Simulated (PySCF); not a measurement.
**Excited-state calculation, with input and output: C3H2FNSe**

C3H2FNSe, SMILES Fc1c[se]cn1, computed with TDDFT PBE0/def2-SVPD, vertical, IEF-PCM cyclohexane (non-equilibrium linear response), core orbitals frozen in the response (PySCF 2.14.0).

The geometry comes from this level: PBE0-D3(BJ)/def2-SVP. It belongs to a series of runs on one base structure; here: solvent cyclohexane.

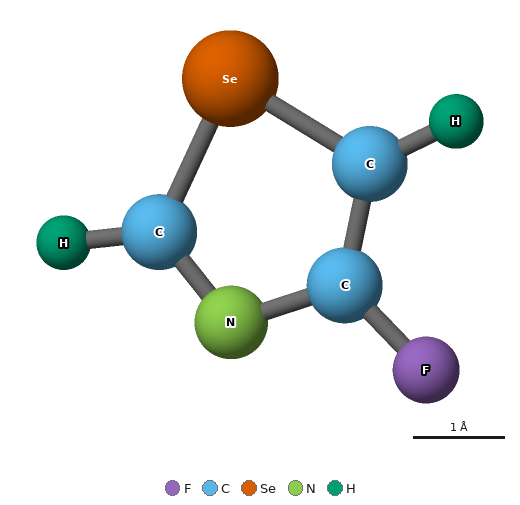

The input geometry (ball-and-stick view, seen at a tilt).

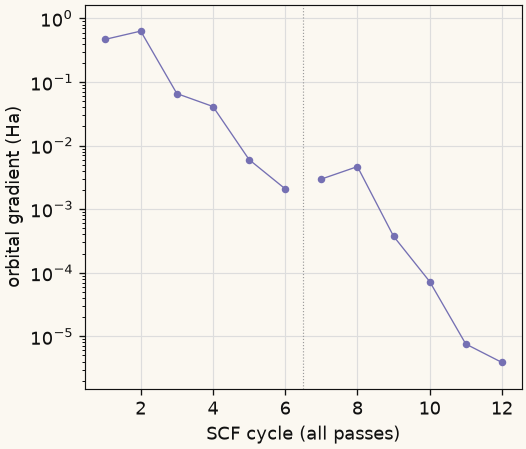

Convergence of the self-consistent field: orbital gradient against the SCF cycle. The dotted line marks the change from a coarse to the final integration grid. The first 6 cycles use a coarse grid, the final grid takes over at cycle 7, and the field converges after 12 cycles in all.

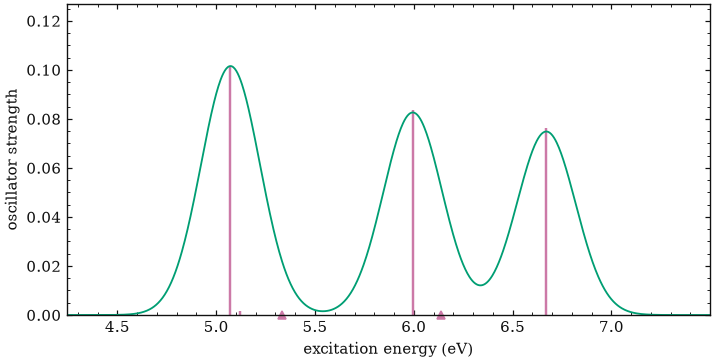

Computed excitations as sticks (degenerate states added up, dark ones marked on the axis), with a Gaussian envelope of 0.35 eV full width at half maximum, scaled to the tallest. Of the 6 states the lowest lies at 5.07 eV (f = 0.102); the strongest line is at 5.07 eV, or 244 nm (f = 0.102).

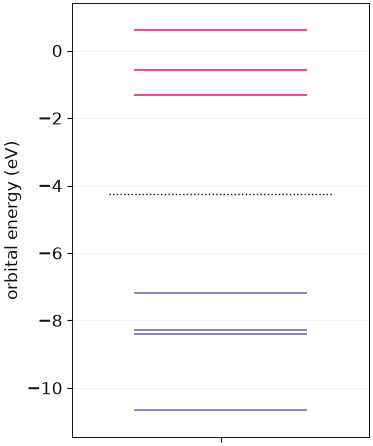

Orbital energies near the frontier; the dotted line parts filled from empty levels, and levels within 0.02 eV of each other stand side by side. Highest filled −7.18 eV, lowest empty −1.32 eV, 5.86 eV apart.

These pictures come from the run below.

## Input file
```
{"job": {"kind": "uv", "xc": "PBE0", "basis": "def2-SVPD", "solvent": "cyclohexane", "nstates": 6, "ntriplets": 0}, "charge": 0, "multiplicity": 1}
F     -1.171080    -0.141418    -1.927113
C     -0.493572    -0.051823    -0.798943
C     -0.927597     0.665248     0.278880
Se     0.322002     0.516438     1.635751
C      1.260516    -0.551298     0.422547
N      0.685628    -0.708474    -0.724531
H     -1.848896     1.237278     0.360731
H      2.222941    -0.998504     0.683435
```

The first line tells a small driver script what to run in PySCF; the rest is the geometry in Å.

Command:
```bash
OMP_NUM_THREADS=1 python <driver script> task.json out
```

## Output
```
coarse grid: 38240 points
cycle   1  E = -2670.5560512167  dE =  2.270e-01  |g| = 4.672e-01  |ddm| = 4.730e+00
cycle   2  E = -2670.5220276941  dE =  3.402e-02  |g| = 6.333e-01  |ddm| = 1.440e+00
cycle   3  E = -2670.5960635834  dE = -7.404e-02  |g| = 6.588e-02  |ddm| = 8.806e-01
cycle   4  E = -2670.5966709731  dE = -6.074e-04  |g| = 4.124e-02  |ddm| = 1.411e-01
cycle   5  E = -2670.5970783169  dE = -4.073e-04  |g| = 6.030e-03  |ddm| = 6.170e-02
cycle   6  E = -2670.5970845034  dE = -6.187e-06  |g| = 2.088e-03  |ddm| = 9.304e-03
final grid: 80040 points
cycle   7  E = -2670.5970683985  dE =  9.753e-07  |g| = 2.975e-03  |ddm| = 5.745e-03
cycle   8  E = -2670.5970654798  dE =  2.919e-06  |g| = 4.673e-03  |ddm| = 7.704e-03
cycle   9  E = -2670.5970701664  dE = -4.687e-06  |g| = 3.755e-04  |ddm| = 4.948e-03
cycle  10  E = -2670.5970701980  dE = -3.159e-08  |g| = 7.271e-05  |ddm| = 5.944e-04
cycle  11  E = -2670.5970701994  dE = -1.429e-09  |g| = 7.563e-06  |ddm| = 1.095e-04
cycle  12  E = -2670.5970701994  dE = -2.319e-11  |g| = 3.881e-06  |ddm| = 1.658e-05
converged SCF energy = -2670.5970701994

Static polarisability (au): isotropic 72.741, principal 48.613 78.904 90.707

Singlet excitations
state   eV       nm        f      main configurations
  1   5.0715    244.5   0.10153   H->L 0.93
  2   5.1209    242.1   0.00179   H->L+1 0.97
  3   5.3337    232.5   0.00009   H-2->L 0.99
  4   5.9937    206.9   0.08348   H-1->L 0.89
  5   6.1384    202.0   0.00084   H-1->L+1 0.97
  6   6.6704    185.9   0.07611   H-2->L+1 0.88
```

## Summary

```json
{"quantity": "outcome", "value": "converged"}
{"quantity": "total energy", "value": "−2670.597070 hartree"}
{"quantity": "HOMO", "value": "−7.18 eV"}
{"quantity": "LUMO", "value": "−1.32 eV"}
{"quantity": "dipole moment", "value": "3.16 D"}
{"quantity": "mean polarisability", "value": "72.74 a.u."}
{"quantity": "lowest excitation", "value": "5.07 eV"}
{"quantity": "hardware", "value": "1 CPU thread, shared host"}
{"quantity": "wall time", "value": "11 s"}
{"quantity": "peak memory", "value": "0.74 GiB"}
```

## Remarks

Spin–orbit coupling is left out, which matters for the heavy atoms.
